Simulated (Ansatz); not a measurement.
# ClGeH₆N₃: up Jacob's ladder to CCSD(T), part 1 of 2

Aim: compute ClGeH₆N₃ with functionals from several rungs and with coupled cluster. The yardstick is the atomisation energy at the CCSD(T) limit.

Computed with Ansatz 0.2.0, Gaussian basis. Level: functionals in def2-TZVPP, the program's frozen cores in correlated methods.

Levels to be run: LDA (SPW92), PBE-D4, revPBE-D4, BLYP-D4, r2SCAN-D4, B97M-V, PBE0-D4, B3LYP-D4, r2SCANh-D4, r2SCAN0-D4, HSE06-D4, BHLYP-D4, CAM-B3LYP-D4, LC-ωPBE, ωB97X-V, ωB97M-V, B2PLYP, PBE-QIDH; CCSD(T)/def2-SVP; CCSD(T)/def2-TZVPP; MP2/def2-QZVPP; extrapolation to the limit; RPA on PBE.

## (1) The geometry

An earlier PBE0-D4 in a triple-zeta def2 set relaxation fixed the geometry.

SMILES `[NH2][Ge]([NH2])([NH2])[Cl]`, 11 atoms, charge 0, spin multiplicity 1.

Atoms are counted from 1 here; the program's logs count them from 0.

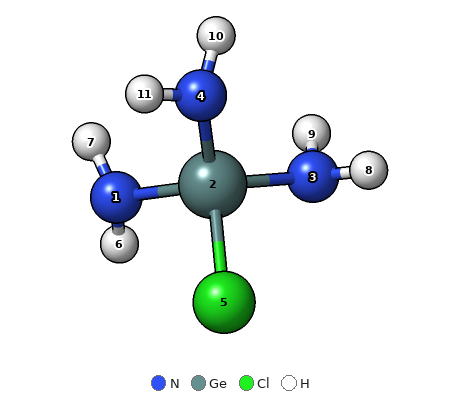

The structure; nitrogen blue, germanium teal, chlorine green, hydrogen white; atoms are numbered from 1 in the order of the file.

## (2) LDA

This LDA is Slater exchange with PW92 correlation.

Input file in.yaml:

```yaml
crystal:
  periodic: [false, false, false]
  atoms:
    - {symbol: N, position_ang: [-1.443736, 0.864688, -0.455171]}
    - {symbol: Ge, position_ang: [0.219896, 0.348760, 0.066227]}
    - {symbol: N, position_ang: [0.212390, -0.539219, 1.654082]}
    - {symbol: N, position_ang: [1.095486, -0.561280, -1.242248]}
    - {symbol: Cl, position_ang: [1.333561, 2.153807, 0.407713]}
    - {symbol: H, position_ang: [-2.001323, 1.342997, 0.237067]}
    - {symbol: H, position_ang: [-1.989452, 0.158771, -0.926201]}
    - {symbol: H, position_ang: [1.112731, -0.837177, 2.000258]}
    - {symbol: H, position_ang: [-0.461427, -1.286533, 1.731364]}
    - {symbol: H, position_ang: [0.906100, -1.551023, -1.288399]}
    - {symbol: H, position_ang: [1.080976, -0.150688, -2.164093]}
basis:
  gaussian: {orbitals: def2-TZVPP}
hamiltonian: {xc: lda}
output: {orbitals: {seedname: orbitals}}
```

Run with:

```bash
> ansatz run in.yaml --threads 4 --pin off --events-out ev --progress --plain --max-ram 11315MiB
```

The log of the run:

```text
Functional definition: SPW92
  name "SPW92"
  cite "Dirac, Proc. Camb. Phil. Soc. 26, 376 (1930) doi:10.1017/S0305004100016108"
  cite "Slater, Phys. Rev. 81, 385 (1951) doi:10.1103/PhysRev.81.385"
  cite "Perdew & Wang, Phys. Rev. B 45, 13244 (1992) doi:10.1103/PhysRevB.45.13244"
  exchange = slater_x
  correlation = pw_c
1471 factors; their error is unknown
mean field evaluation 1: about -73423.8004 eV, gradient 1.2e2 eV
mean field evaluation 2: about -73344.0406 eV, gradient 2.1e2 eV
mean field evaluation 4: about -73449.7257 eV, gradient 1.8e1 eV
mean field evaluation 8: about -73450.3888 eV, gradient 3.1e-1 eV
mean field evaluation 16: about -73450.3693 eV, gradient 7.9e-4 eV
mean field -73450.36933935 eV, -2699.2512867725 hartree, gradient 2.5e-5 eV, S^2 0.000000; 0 other end points of the search recorded, 0 dependent functions left out
reference -73450.36937653 eV, -2699.2512881391 hartree; 38, 38 occupied and 229, 229 virtual orbitals, 1471 factors
Total energy: -73450.36937653 eV, -2699.2512881391 hartree
```

It took 1.9 s on 4 threads of Intel Xeon Platinum 8375C at 2.90GHz, shared host.

Atomisation energy: 4206.0 kJ/mol (free atoms -73406.778 eV, run apart). HOMO -6.32 eV, LUMO -0.92 eV.

## (3) PBE-D4 (GGA)

Changes to in.yaml since step 2:

```diff
@@ -16,3 +16,3 @@
   gaussian: {orbitals: def2-TZVPP}
-hamiltonian: {xc: lda}
-output: {orbitals: {seedname: orbitals}}
+hamiltonian: {xc: pbe, dispersion: d4}
+output: {forces: true, orbitals: {seedname: orbitals}}
```

Same command.

The log of the run, cut to the lines that bear on the results:

```text
Functional definition: PBE
  name "PBE"
  cite "Perdew, Burke & Ernzerhof, Phys. Rev. Lett. 77, 3865 (1996) doi:10.1103/PhysRevLett.77.3865"
  parent pbe
[...]
1471 factors; their error is unknown
[...]
mean field -73594.69307351 eV, -2704.5550861770 hartree, gradient 1.2e-5 eV, S^2 0.000000; 0 other end points of the search recorded, 0 dependent functions left out
[...]
reference -73594.69311283 eV, -2704.5550876217 hartree; 38, 38 occupied and 229, 229 virtual orbitals, 1471 factors
Total energy: -73594.96577889 eV, -2704.5651079146 hartree
Atom 0 at    -1.443736     0.864688    -0.455171 Å, force    -0.034352     0.243718    -0.219524 eV/Å
Atom 1 at     0.219896     0.348760     0.066227 Å, force    -0.011247    -0.028341    -0.004209 eV/Å
Atom 2 at     0.212390    -0.539219     1.654082 Å, force    -0.069347     0.163626     0.279723 eV/Å
Atom 3 at     1.095486    -0.561280    -1.242248 Å, force     0.322048    -0.011222     0.002400 eV/Å
Atom 4 at     1.333561     2.153807     0.407713 Å, force     0.183582     0.299411     0.056970 eV/Å
Atom 5 at    -2.001323     1.342997     0.237067 Å, force    -0.200426     0.153809     0.235912 eV/Å
Atom 6 at    -1.989452     0.158771    -0.926201 Å, force    -0.187580    -0.242064    -0.151203 eV/Å
Atom 7 at     1.112731    -0.837177     2.000258 Å, force     0.303187    -0.116227     0.118717 eV/Å
Atom 8 at    -0.461427    -1.286533     1.731364 Å, force    -0.222146    -0.258892     0.021219 eV/Å
Atom 9 at     0.906100    -1.551023    -1.288399 Å, force    -0.072351    -0.332565    -0.019317 eV/Å
Atom 10 at     1.080976    -0.150688    -2.164093 Å, force    -0.011367     0.128746    -0.320688 eV/Å
Dipole moment:    -0.422101    -0.707481    -0.128243 e Å
```

Run time: 2.7 s. Hardware: 4 threads of Intel Xeon Platinum 8375C at 2.90GHz, shared host.

Atomisation energy: 3704.0 kJ/mol (free atoms -73556.576 eV, run apart). HOMO -6.14 eV, LUMO -0.75 eV.

## (4) revPBE-D4 (GGA)

Changes to in.yaml since step 3:

```diff
@@ -16,3 +16,3 @@
   gaussian: {orbitals: def2-TZVPP}
-hamiltonian: {xc: pbe, dispersion: d4}
-output: {forces: true, orbitals: {seedname: orbitals}}
+hamiltonian: {xc: {name: revPBE}, dispersion: d4}
+output: {orbitals: {seedname: orbitals}}
```

Same command.

The log of the run:

```text
Functional definition: revPBE
  name "revPBE"
  cite "Zhang & Yang, Phys. Rev. Lett. 80, 890 (1998) doi:10.1103/PhysRevLett.80.890"
  cite "Perdew, Burke & Ernzerhof, Phys. Rev. Lett. 77, 3865 (1996) doi:10.1103/PhysRevLett.77.3865"
  parameter kappa = 1.245
  parameter beta = 0.06672455060314922
  exchange = pbe_x(kappa = kappa, mu = beta*pi^2/3)
  correlation = pbe_c(beta = beta)
1471 factors; their error is unknown
mean field evaluation 1: about -73580.9820 eV, gradient 1.2e2 eV
mean field evaluation 2: about -73511.0446 eV, gradient 2.0e2 eV
mean field evaluation 4: about -73605.1781 eV, gradient 1.5e1 eV
mean field evaluation 8: about -73605.6848 eV, gradient 2.6e-1 eV
mean field evaluation 16: about -73605.6586 eV, gradient 6.0e-4 eV
mean field -73605.65856725 eV, -2704.9580606392 hartree, gradient 2.9e-5 eV, S^2 0.000000; 0 other end points of the search recorded, 0 dependent functions left out
reference -73605.65861608 eV, -2704.9580624334 hartree; 38, 38 occupied and 229, 229 virtual orbitals, 1471 factors
Total energy: -73606.41102144 eV, -2704.9857128206 hartree
```

Run time: 2.3 s. Hardware: 4 threads of Intel Xeon Platinum 8375C at 2.90GHz, shared host.

With the free atoms at this level, -73569.120 eV in sum, the atomisation energy is 3598.1 kJ/mol. HOMO -6.07 eV, LUMO -0.66 eV.

## (5) BLYP-D4 (GGA)

Changes to in.yaml since step 4:

```diff
@@ -16,3 +16,3 @@
   gaussian: {orbitals: def2-TZVPP}
-hamiltonian: {xc: {name: revPBE}, dispersion: d4}
+hamiltonian: {xc: {name: BLYP}, dispersion: d4}
 output: {orbitals: {seedname: orbitals}}
```

The command is unchanged.

The log of the run:

```text
Functional definition: BLYP
  name "BLYP"
  cite "Becke, Phys. Rev. A 38, 3098 (1988) doi:10.1103/PhysRevA.38.3098"
  cite "Lee, Yang & Parr, Phys. Rev. B 37, 785 (1988) doi:10.1103/PhysRevB.37.785"
  parameter beta = 0.0042
  parameter a = 0.04918
  parameter b = 0.132
  parameter c = 0.2533
  parameter d = 0.349
  exchange = b88_x(beta = beta)
  correlation = lyp_c(a = a, b = b, c = c, d = d)
1471 factors; their error is unknown
mean field evaluation 1: about -73584.9886 eV, gradient 1.3e2 eV
mean field evaluation 2: about -73497.8357 eV, gradient 2.1e2 eV
mean field evaluation 4: about -73612.8075 eV, gradient 2.0e1 eV
mean field evaluation 8: about -73613.6369 eV, gradient 3.6e-1 eV
mean field evaluation 16: about -73613.6176 eV, gradient 6.2e-4 eV
mean field -73613.61756419 eV, -2705.2505483820 hartree, gradient 2.0e-5 eV, S^2 0.000000; 0 other end points of the search recorded, 0 dependent functions left out
reference -73613.61792565 eV, -2705.2505616654 hartree; 38, 38 occupied and 229, 229 virtual orbitals, 1471 factors
Total energy: -73614.20483904 eV, -2705.2721303345 hartree
```

It took 1.9 s on 4 threads of Intel Xeon Platinum 8375C at 2.90GHz, shared host.

Atomisation energy: 3640.4 kJ/mol (free atoms -73576.474 eV, run apart). HOMO -6.01 eV, LUMO -0.77 eV.

## (6) r2SCAN-D4 (meta-GGA)

Changes to in.yaml since step 5:

```diff
@@ -16,3 +16,3 @@
   gaussian: {orbitals: def2-TZVPP}
-hamiltonian: {xc: {name: BLYP}, dispersion: d4}
-output: {orbitals: {seedname: orbitals}}
+hamiltonian: {xc: r2scan, dispersion: d4}
+output: {forces: true, orbitals: {seedname: orbitals}}
```

The command is unchanged.

The log of the run, cut to the lines that bear on the results:

```text
Functional definition: r2SCAN
  name "r2SCAN"
  cite "Furness, Kaplan, Ning, Perdew & Sun, J. Phys. Chem. Lett. 11, 8208 (2020) doi:10.1021/acs.jpclett.0c02405"
  cite "Furness, Kaplan, Ning, Perdew & Sun, J. Phys. Chem. Lett. 11, 9248 (2020) doi:10.1021/acs.jpclett.0c03077"
  parent r2scan
[...]
1471 factors; their error is unknown
[...]
mean field -73610.43556161 eV, -2705.1336119438 hartree, gradient 2.2e-5 eV, S^2 0.000000; 0 other end points of the search recorded, 0 dependent functions left out
[...]
reference -73610.43557312 eV, -2705.1336123671 hartree; 38, 38 occupied and 229, 229 virtual orbitals, 1471 factors
Total energy: -73610.50279038 eV, -2705.1360825555 hartree
Atom 0 at    -1.443736     0.864688    -0.455171 Å, force     0.011705     0.066510    -0.054106 eV/Å
Atom 1 at     0.219896     0.348760     0.066227 Å, force    -0.023417    -0.044505    -0.007753 eV/Å
Atom 2 at     0.212390    -0.539219     1.654082 Å, force    -0.012380     0.060083     0.060874 eV/Å
Atom 3 at     1.095486    -0.561280    -1.242248 Å, force     0.080557     0.013043     0.015745 eV/Å
Atom 4 at     1.333561     2.153807     0.407713 Å, force     0.023739     0.040391     0.008404 eV/Å
Atom 5 at    -2.001323     1.342997     0.237067 Å, force    -0.033405    -0.005660     0.022375 eV/Å
Atom 6 at    -1.989452     0.158771    -0.926201 Å, force    -0.030807    -0.023380     0.008095 eV/Å
Atom 7 at     1.112731    -0.837177     2.000258 Å, force     0.021054    -0.035227     0.006889 eV/Å
Atom 8 at    -0.461427    -1.286533     1.731364 Å, force    -0.000338    -0.039896    -0.001639 eV/Å
Atom 9 at     0.906100    -1.551023    -1.288399 Å, force    -0.020933    -0.023935    -0.021853 eV/Å
Atom 10 at     1.080976    -0.150688    -2.164093 Å, force    -0.015776    -0.007422    -0.037030 eV/Å
Dipole moment:    -0.434504    -0.728286    -0.131979 e Å
```

Run time: 4 s. Hardware: 4 threads of Intel Xeon Platinum 8375C at 2.90GHz, shared host.

Atomisation energy: 3605.3 kJ/mol (free atoms -73573.136 eV, run apart). HOMO -6.48 eV, LUMO -0.21 eV.

## (7) B97M-V (meta-GGA)

Changes to in.yaml since step 6:

```diff
@@ -16,3 +16,3 @@
   gaussian: {orbitals: def2-TZVPP}
-hamiltonian: {xc: r2scan, dispersion: d4}
-output: {forces: true, orbitals: {seedname: orbitals}}
+hamiltonian: {xc: {name: B97M-V}}
+output: {orbitals: {seedname: orbitals}}
```

The command is unchanged.

The log of the run, cut to the lines that bear on the results:

```text
Functional definition: B97M-V
  name "B97M-V"
  cite "Mardirossian & Head-Gordon, J. Chem. Phys. 142, 074111 (2015) doi:10.1063/1.4907719"
  cite "Becke, J. Chem. Phys. 107, 8554 (1997) doi:10.1063/1.475007"
  cite "Vydrov & Van Voorhis, J. Chem. Phys. 133, 244103 (2010) doi:10.1063/1.3521275"
  # Of w^i u^j: cxij and so on, Table III.
[...]
  gx(w, u) = cx00 + cx01*u + cx02*u^2 + (cx10 + cx11*u)*w
  gss(w, u) = css00 + css02*u^2 + css10*w + (css32*w^3 + css42*w^4)*u^2
  gos(w, u) = cos00 + cos01*u + cos03*u^3 + cos10*w + cos32*w^3*u^2
[...]
      + integral(e_c_pw_mod_opposite_spin*gos(b97_w_opposite, b97_u_opposite)) + vv10(b, c)
1471 factors; their error is unknown
[...]
mean field -73599.35994576 eV, -2704.7265905688 hartree, gradient 2.2e-5 eV, S^2 0.000000; 0 other end points of the search recorded, 0 dependent functions left out
reference -73599.36000426 eV, -2704.7265927185 hartree; 38, 38 occupied and 229, 229 virtual orbitals, 1471 factors
Total energy: -73599.36000426 eV, -2704.7265927185 hartree
```

Wall time 6.5 s (4 threads of Intel Xeon Platinum 8375C at 2.90GHz, shared host).

Atomisation energy: 3634.0 kJ/mol (free atoms -73561.696 eV, run apart). HOMO -6.55 eV, LUMO -0.54 eV.

## (8) PBE0-D4 (hybrid)

Changes to in.yaml since step 7:

```diff
@@ -16,3 +16,3 @@
   gaussian: {orbitals: def2-TZVPP}
-hamiltonian: {xc: {name: B97M-V}}
+hamiltonian: {xc: pbe0, dispersion: d4}
 output: {orbitals: {seedname: orbitals}}
```

Its log isn't repeated here (it stands with the study of this molecule's fields); it ends on a total energy of -73597.753777 eV.

With the free atoms at this level, -73560.275 eV in sum, the atomisation energy is 3616.1 kJ/mol. HOMO -7.64 eV, LUMO 0.12 eV.

## (9) B3LYP-D4 (hybrid)

B3LYP here takes the VWN-RPA correlation.

Changes to in.yaml since step 8:

```diff
@@ -16,3 +16,3 @@
   gaussian: {orbitals: def2-TZVPP}
-hamiltonian: {xc: pbe0, dispersion: d4}
-output: {orbitals: {seedname: orbitals}}
+hamiltonian: {xc: {name: B3LYP}, dispersion: d4}
+output: {forces: true, orbitals: {seedname: orbitals}}
```

The command is unchanged.

The log of the run, cut to the lines that bear on the results:

```text
Functional definition: B3LYP
  name "B3LYP"
  cite "Stephens, Devlin, Chabalowski & Frisch, J. Phys. Chem. 98, 11623 (1994) doi:10.1021/j100096a001"
  cite "Becke, Phys. Rev. A 38, 3098 (1988) doi:10.1103/PhysRevA.38.3098"
  cite "Lee, Yang & Parr, Phys. Rev. B 37, 785 (1988) doi:10.1103/PhysRevB.37.785"
  cite "Vosko, Wilk & Nusair, Can. J. Phys. 58, 1200 (1980) doi:10.1139/p80-159"
[...]
1521 factors; their error is unknown
[...]
mean field -73615.61799947 eV, -2705.3240630223 hartree, gradient 5.0e-5 eV, S^2 0.000000; 0 other end points of the search recorded, 0 dependent functions left out
[...]
reference -73615.61826901 eV, -2705.3240729277 hartree; 38, 38 occupied and 229, 229 virtual orbitals, 1521 factors
Total energy: -73616.05794363 eV, -2705.3402306720 hartree
Atom 0 at    -1.443736     0.864688    -0.455171 Å, force    -0.208663     0.051066    -0.056319 eV/Å
Atom 1 at     0.219896     0.348760     0.066227 Å, force    -0.016863    -0.031602    -0.007170 eV/Å
Atom 2 at     0.212390    -0.539219     1.654082 Å, force     0.004122    -0.122167     0.184830 eV/Å
Atom 3 at     1.095486    -0.561280    -1.242248 Å, force     0.092364    -0.113890    -0.163183 eV/Å
Atom 4 at     1.333561     2.153807     0.407713 Å, force     0.161379     0.263192     0.049342 eV/Å
Atom 5 at    -2.001323     1.342997     0.237067 Å, force    -0.025224     0.001915    -0.016907 eV/Å
Atom 6 at    -1.989452     0.158771    -0.926201 Å, force    -0.030446     0.013601    -0.001751 eV/Å
Atom 7 at     1.112731    -0.837177     2.000258 Å, force    -0.011254    -0.015795     0.024766 eV/Å
Atom 8 at    -0.461427    -1.286533     1.731364 Å, force     0.007973    -0.014900     0.027193 eV/Å
Atom 9 at     0.906100    -1.551023    -1.288399 Å, force     0.012922    -0.008625    -0.027018 eV/Å
Atom 10 at     1.080976    -0.150688    -2.164093 Å, force     0.013690    -0.022794    -0.013783 eV/Å
Dipole moment:    -0.432139    -0.724919    -0.131146 e Å
```

Wall time 6 s (4 threads of Intel Xeon Platinum 8375C at 2.90GHz, shared host); peak memory 0.9 GiB.

Atomisation energy: 3631.7 kJ/mol (free atoms -73578.418 eV, run apart). HOMO -7.38 eV, LUMO -0.24 eV.

## (10) r2SCANh-D4 (hybrid)

Changes to in.yaml since step 9:

```diff
@@ -16,3 +16,3 @@
   gaussian: {orbitals: def2-TZVPP}
-hamiltonian: {xc: {name: B3LYP}, dispersion: d4}
-output: {forces: true, orbitals: {seedname: orbitals}}
+hamiltonian: {xc: {name: r2SCANh}, dispersion: d4}
+output: {orbitals: {seedname: orbitals}}
```

Launched as before.

The log of the run, cut to the lines that bear on the results:

```text
Functional definition: r2SCANh
  name "r2SCANh"
  cite "Bursch, Neugebauer, Ehlert & Grimme, J. Chem. Phys. 156, 134105 (2022) doi:10.1063/5.0086040"
  cite "Furness, Kaplan, Ning, Perdew & Sun, J. Phys. Chem. Lett. 11, 8208 (2020) doi:10.1021/acs.jpclett.0c02405"
  cite "Furness, Kaplan, Ning, Perdew & Sun, J. Phys. Chem. Lett. 11, 9248 (2020) doi:10.1021/acs.jpclett.0c03077"
  parent r2scan
[...]
1490 factors; their error is unknown
[...]
mean field -73609.94980833 eV, -2705.1157608402 hartree, gradient 6.9e-5 eV, S^2 0.000000; 0 other end points of the search recorded, 0 dependent functions left out
reference -73609.94981887 eV, -2705.1157612276 hartree; 38, 38 occupied and 229, 229 virtual orbitals, 1490 factors
Total energy: -73610.02166198 eV, -2705.1184014131 hartree
```

Run time: 6.5 s. Hardware: 4 threads of Intel Xeon Platinum 8375C at 2.90GHz, shared host; peak memory 0.87 GiB.

Atomisation energy: 3576.2 kJ/mol (free atoms -73572.957 eV, run apart). HOMO -7.04 eV, LUMO 0.09 eV.

## (11) r2SCAN0-D4 (hybrid)

Changes to in.yaml since step 10:

```diff
@@ -16,3 +16,3 @@
   gaussian: {orbitals: def2-TZVPP}
-hamiltonian: {xc: {name: r2SCANh}, dispersion: d4}
+hamiltonian: {xc: {name: r2SCAN0}, dispersion: d4}
 output: {orbitals: {seedname: orbitals}}
```

The command is unchanged.

The log of the run, cut to the lines that bear on the results:

```text
Functional definition: r2SCAN0
  name "r2SCAN0"
  cite "Bursch, Neugebauer, Ehlert & Grimme, J. Chem. Phys. 156, 134105 (2022) doi:10.1063/5.0086040"
  cite "Furness, Kaplan, Ning, Perdew & Sun, J. Phys. Chem. Lett. 11, 8208 (2020) doi:10.1021/acs.jpclett.0c02405"
  cite "Furness, Kaplan, Ning, Perdew & Sun, J. Phys. Chem. Lett. 11, 9248 (2020) doi:10.1021/acs.jpclett.0c03077"
  parent r2scan
[...]
1545 factors; their error is unknown
[...]
mean field -73609.26316420 eV, -2705.0905271339 hartree, gradient 4.2e-5 eV, S^2 0.000000; 0 other end points of the search recorded, 0 dependent functions left out
reference -73609.26317330 eV, -2705.0905274681 hartree; 38, 38 occupied and 229, 229 virtual orbitals, 1545 factors
Total energy: -73609.34277318 eV, -2705.0934527097 hartree
```

Run time: 5.5 s. Hardware: 4 threads of Intel Xeon Platinum 8375C at 2.90GHz, shared host; peak memory 0.88 GiB.

With the free atoms at this level, -73572.711 eV in sum, the atomisation energy is 3534.4 kJ/mol. HOMO -7.88 eV, LUMO 0.50 eV.

## (12) HSE06-D4 (hybrid)

HSE06 is the plane-wave form, built on full-range PBE exchange.

Changes to in.yaml since step 11:

```diff
@@ -16,3 +16,3 @@
   gaussian: {orbitals: def2-TZVPP}
-hamiltonian: {xc: {name: r2SCAN0}, dispersion: d4}
+hamiltonian: {xc: hse06, dispersion: d4}
 output: {orbitals: {seedname: orbitals}}
```

The command is unchanged.

The log of the run, cut to the lines that bear on the results:

```text
Functional definition: HSE06
  name "HSE06"
  cite "Heyd, Scuseria & Ernzerhof, J. Chem. Phys. 118, 8207 (2003) doi:10.1063/1.1564060"
  cite "Krukau, Vydrov, Izmaylov & Scuseria, J. Chem. Phys. 125, 224106 (2006) doi:10.1063/1.2404663"
  cite "Heyd & Scuseria, J. Chem. Phys. 120, 7274 (2004) doi:10.1063/1.1668634"
  cite "Ernzerhof & Perdew, J. Chem. Phys. 109, 3313 (1998) doi:10.1063/1.476928"
  cite "Perdew, Burke & Ernzerhof, Phys. Rev. Lett. 77, 3865 (1996) doi:10.1103/PhysRevLett.77.3865"
  parent pbe
[...]
  # The whole range is PBE's own exchange, as in plane waves. The composition of these papers is wPBEh.
[...]
1545 factors; their error is unknown
119 factors; integrals over basis functions are off by at most 3.2e-7 eV
[...]
mean field -73597.09895725 eV, -2704.6435007735 hartree, gradient 4.8e-5 eV, S^2 0.000000; 0 other end points of the search recorded, 0 dependent functions left out
reference -73597.09899750 eV, -2704.6435022526 hartree; 38, 38 occupied and 229, 229 virtual orbitals, 1545 factors
Total energy: -73597.31682032 eV, -2704.6515070935 hartree
```

Wall time 3.7 s (4 threads of Intel Xeon Platinum 8375C at 2.90GHz, shared host); peak memory 0.89 GiB.

Atomisation energy: 3618.9 kJ/mol (free atoms -73559.810 eV, run apart). HOMO -7.24 eV, LUMO -0.24 eV.

## (13) BHLYP-D4 (hybrid)

Changes to in.yaml since step 12:

```diff
@@ -16,3 +16,3 @@
   gaussian: {orbitals: def2-TZVPP}
-hamiltonian: {xc: hse06, dispersion: d4}
+hamiltonian: {xc: {name: BHLYP}, dispersion: d4}
 output: {orbitals: {seedname: orbitals}}
```

Same command.

The log of the run:

```text
Functional definition: BHLYP
  name "BHLYP"
  cite "Becke, J. Chem. Phys. 98, 1372 (1993) doi:10.1063/1.464304"
  cite "Becke, Phys. Rev. A 38, 3098 (1988) doi:10.1103/PhysRevA.38.3098"
  cite "Lee, Yang & Parr, Phys. Rev. B 37, 785 (1988) doi:10.1103/PhysRevB.37.785"
  parameter a = 0.5
  exchange = (1 - a)*b88_x + a*exact_x
  correlation = lyp_c
1665 factors; their error is unknown
mean field evaluation 1: about -73598.4641 eV, gradient 8.1e1 eV
mean field evaluation 2: about -73596.7080 eV, gradient 8.4e1 eV
mean field evaluation 4: about -73610.0792 eV, gradient 1.9e0 eV
mean field evaluation 8: about -73610.0880 eV, gradient 6.8e-2 eV
mean field evaluation 16: about -73610.7309 eV, gradient 1.1e-4 eV
mean field -73610.73087380 eV, -2705.1444644667 hartree, gradient 2.2e-5 eV, S^2 0.000000; 0 other end points of the search recorded, 0 dependent functions left out
reference -73610.73105931 eV, -2705.1444712839 hartree; 38, 38 occupied and 229, 229 virtual orbitals, 1665 factors
Total energy: -73611.08007736 eV, -2705.1572974610 hartree
```

It took 3.6 s on 4 threads of Intel Xeon Platinum 8375C at 2.90GHz, shared host; peak memory 0.88 GiB.

Atomisation energy: 3500.7 kJ/mol (free atoms -73574.798 eV, run apart). HOMO -9.06 eV, LUMO 0.77 eV.

(Continued in part 2 of 2.)
